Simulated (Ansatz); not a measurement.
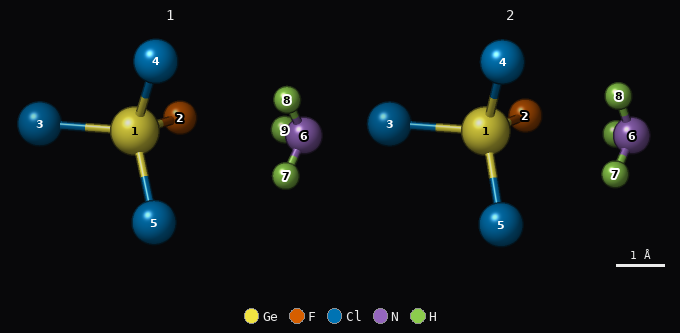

Two geometries of GeNH3Cl3F, drawn at one scale. One is the start of a relaxation, the other its converged end. Style: ball-and-stick. Shown at a tilt.

Method: Ansatz 0.2.0, RKS PBE0-D4/def2-SVP. (no spin polarisation; force threshold 0.03 eV/Å; at most 50 steps)

### Which one is relaxed?

Structure 1 is the relaxed one. The run prepares an end point of a later path (reaction) calculation, from a guessed geometry. N6 moves most after the best rigid fit: 0.26 Å. By element the largest moves are N 0.26 Å, H 0.25 Å, Ge 0.23 Å, Cl 0.22 Å, F 0.13 Å. Among the contacts that change: Ge1–F2 1.702 → 1.721 Å, N6–H9 1.032 → 1.018 Å, Ge1–Cl3 2.126 → 2.115 Å, Ge1–Cl4 2.124 → 2.118 Å. Among the angles between lasting bonds that change: H7–N6–H8 110.6° → 106.7°, H8–N6–H9 110.3° → 106.6°, F2–Ge1–Cl4 112.4° → 108.8°. The energy falls by 0.083 eV in 6 geometry steps. Largest force component: 0.79 eV/Å at the start, 0.029 eV/Å at the end. Cost: 20 s on 4 threads of Arm Neoverse V2 (shared host), peak memory 0.38 GiB.
